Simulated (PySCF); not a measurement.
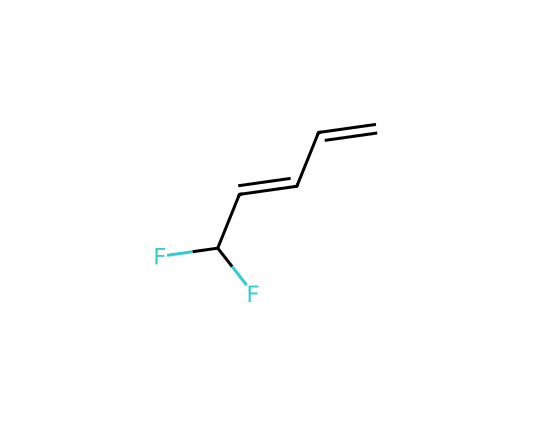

Source: calculation with PySCF.

2D structure.

Transcribe the drawing into SMILES.

Answer. C=C/C=C/C(F)F

Give the formula, hydrogens included.

Answer. C5H6F2.

An optimisation with PBE0-D3(BJ)/def2-SVP gave a structure of which point group?

Answer. C1. Other conformers may differ.
